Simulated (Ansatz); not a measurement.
## Electronic structure of CH4BNSi in real space

Input file:

```
crystal:
  periodic: [false, false, false]
  atoms:
    - { symbol: B, position_ang: [-0.22393, 1.89832, -0.43545] }
    - { symbol: C, position_ang: [0.34336, 0.97401, 0.44038] }
    - { symbol: "N", position_ang: [0.41202, -0.39443, 0.60083] }
    - { symbol: Si, position_ang: [-0.14061, -1.73364, -0.10032] }
    - { symbol: H, position_ang: [-0.62991, 2.75619, -1.07947] }
    - { symbol: H, position_ang: [0.90724, 1.47436, 1.24139] }
    - { symbol: H, position_ang: [0.32462, -2.92643, 0.58473] }
    - { symbol: H, position_ang: [-0.99279, -2.04839, -1.25209] }
basis:
  gaussian: { orbitals: def2-SVP }
hamiltonian:
  xc: pbe
relax:
  f_tol: 0.02
  max_steps: 50
output:
  orbitals: {}
```

Launched as:

```sh
ansatz run input.yaml --threads 1 --pin off --max-ram 2048MiB --backend cpu --events-out ev --progress --plain --runs-dir out
```

The fields are those of the run's last geometry, not of the input's.

Level of theory: RKS PBE/def2-SVP in Ansatz.

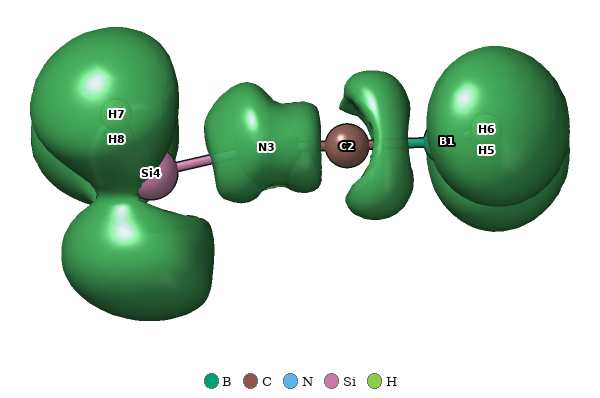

Figure 1. Isosurface of the electron localisation function at 0.75 (green), seen from one side. Only the valence region is drawn (cores and ρ < 0.01 e/Å³ removed).

### Identify the bonds, lone pairs and shells in this picture.

At this value the surface marks out one region between bonded B–C atoms (shared pairs), two regions around hydrogen nuclei, one region on N in which the atom's valence shell and bonds are merged and one joined region spread over several atoms (H, Si), in which their bonds and any lone pairs are merged. Along the contacts the grid gives the following. C–N (1.20 Å): the ELF peaks at about 0.85 between the atoms: a short, multiple covalent bond. C–B (1.48 Å): the ELF peaks at about 0.95 between the atoms: localised, covalent bonding.

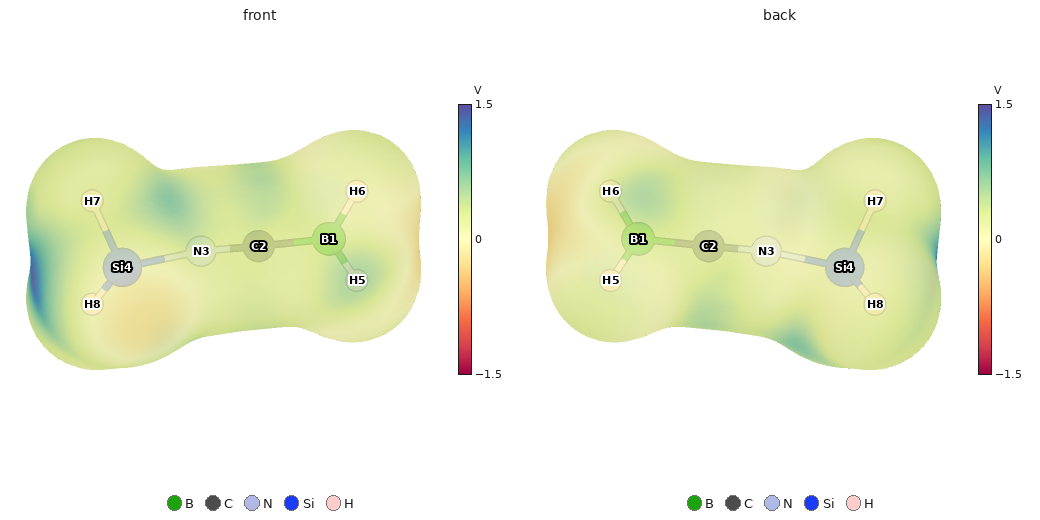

Figure 2. The molecular electrostatic potential painted on the density surface at 0.002 e/bohr³, seen from the front and from behind; the colour scale runs from red (negative) to blue (positive).

### Describe the electrostatic potential map.

The most negative region (about −0.3 V) lies over H6, the most positive (about +1.3 V, or +30 kcal/mol for a unit charge) over Si4.

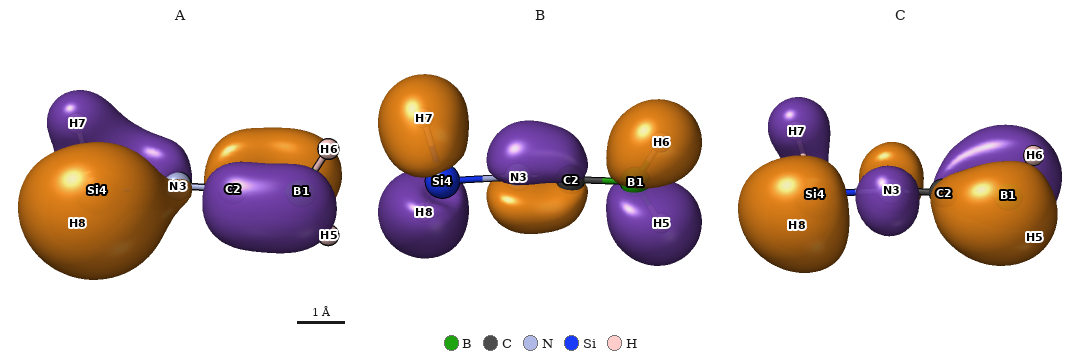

Figure 3. Three frontier orbitals at ±0.08 Å⁻³ᐟ² (orange and purple are the two phases), in no order.

### Which picture is the HOMO−1, the HOMO and the LUMO?

B is the HOMO−1 (−7.94 eV). Its weight (Hirshfeld) is mainly on N3 (about 15 %), Si4 (about 15 %), B1 (about 15 %), H7 (about 10 %), H8 (about 10 %), H5 (about 10 %) and H6 (about 10 %). A is the HOMO (−5.34 eV). Its weight (Hirshfeld) is mainly on Si4 (about 50 %), C2 (about 15 %), B1 (about 15 %) and N3 (about 10 %). C is the LUMO (−3.77 eV). By Hirshfeld shares it lies mainly on B1 (about 30 %), Si4 (about 30 %), N3 (about 15 %) and C2 (about 10 %).

### What is the HOMO–LUMO gap?

1.57 eV between the orbital energies.

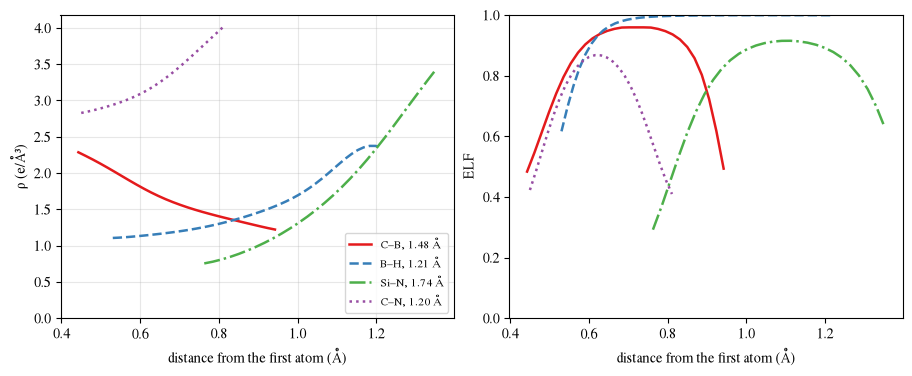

Figure 4. Electron density and electron localisation function along straight lines between neighbouring atoms. The curves leave out the atomic cores.

### What kind of bonding do the profiles show?

C–B (1.48 Å): ρ at the midpoint is about 1.5 e/Å³; the ELF peaks at about 0.95 between the atoms; a covalent bond.
B–H (1.21 Å): ρ is about 1.1 e/Å³ halfway; the ELF climbs to about 1 towards the hydrogen, as it does in any bond to H: a covalent bond by its length.
Si–N (1.74 Å): the density is about 0.93 e/Å³ at the midpoint; the ELF peaks at about 0.90 between the atoms: a polar covalent bond.
C–N (1.20 Å): the density is about 3.1 e/Å³ at the midpoint; the ELF peaks at about 0.85 between the atoms: a short, multiple covalent bond.
